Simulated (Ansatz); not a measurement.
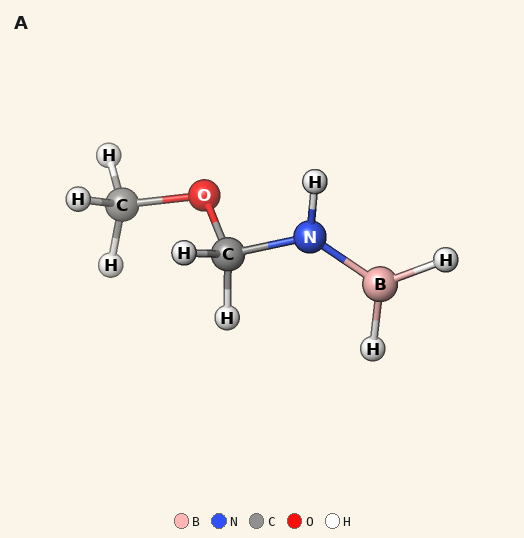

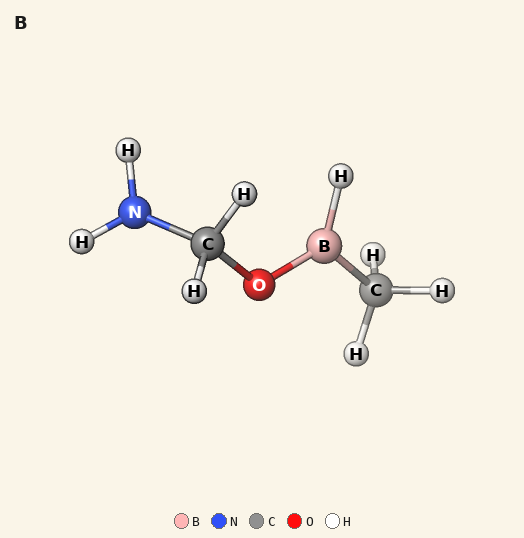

Atoms fade into the background with distance from the viewer. Computed geometry: PBE-D4/def2-SVP optimisation. No frequency run is at hand to confirm it as a minimum.

### Are A and B the same structure? If not, how do they differ?

No. They are constitutional isomers of C2H8BNO: A is BNCOC, B is CBOCN
